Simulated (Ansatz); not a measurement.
Cell and atoms:

```xyz
2
Lattice="2.7200 0.0000 0.0000 -1.3600 2.3556 0.0000 0.0000 0.0000 4.2968" Properties=species:S:1:pos:R:3 pbc="T T T"
Ru    0.0000    1.5704    1.0742
Ru    1.3600    0.7852    3.2226
```

> Describe what this structure looks like.

The element is ruthenium. Space group: P6_3/mmc (No. 194). Lattice: primitive hexagonal. The structure is of the kind named hexagonal close-packed (Mg type). The cell holds two atoms. About every Ru there are twelve Ru in an anticuboctahedral arrangement at 2.66 to 2.72 Å. The bonds build a three-dimensional framework.

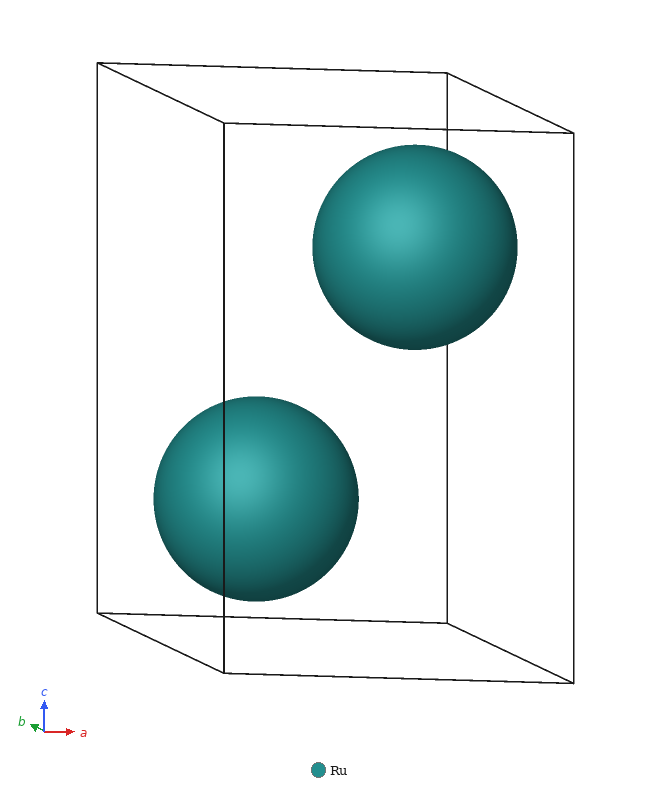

Spheres-only representation of a periodic structure, projected slightly off an axis. The lines enclose the conventional unit cell; boundary atoms appear with their images.

It goes back to a structure listed in the Materials Project. This is the structure after a relaxation with DFT PBE, scalar-relativistic, plane waves, PAW in Ansatz.
